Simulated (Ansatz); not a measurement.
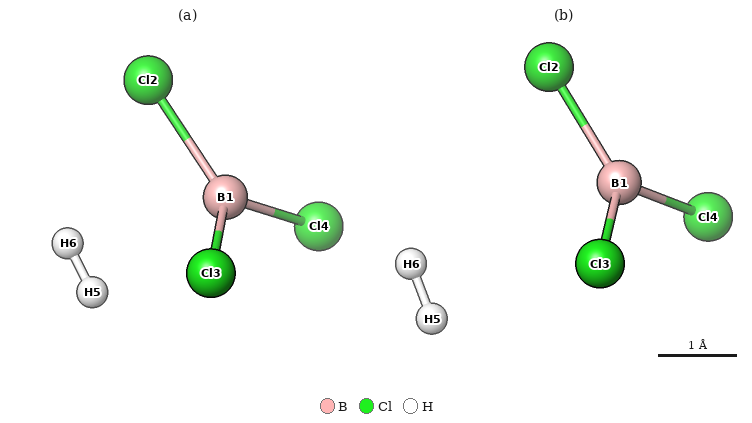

The structure of BH2Cl3 before (left) and after (right) a relaxation, at one scale.

A ball-and-stick model, seen at a tilt.

The run prepares an end point of a later path (reaction) calculation, from a guessed geometry.

The calculation used Ansatz, RKS B3LYP/def2-SVP. (no spin polarisation; force threshold 0.03 eV/Å; at most 50 steps)

What changed between the two?

The atom that moves furthest after the best rigid fit is H5 (0.67 Å). By element the largest moves are H 0.67 Å, Cl 0.42 Å, B 0.34 Å. Near-neighbour distances that change, for instance: B1–Cl2 1.822 → 1.752 Å, H5–H6 0.716 → 0.760 Å. After 5 geometry steps the energy has fallen by 25.1 kJ/mol. The largest force component goes from 1.6 to 0.014 eV/Å. The run took 20 s on 1 thread of Arm Neoverse V1 (shared host), peak memory 0.15 GiB.

Limits of the set-up: the start holds two separate molecules, 2.4 Å apart at their closest, whose relative position is a soft coordinate and is computed without a dispersion correction.
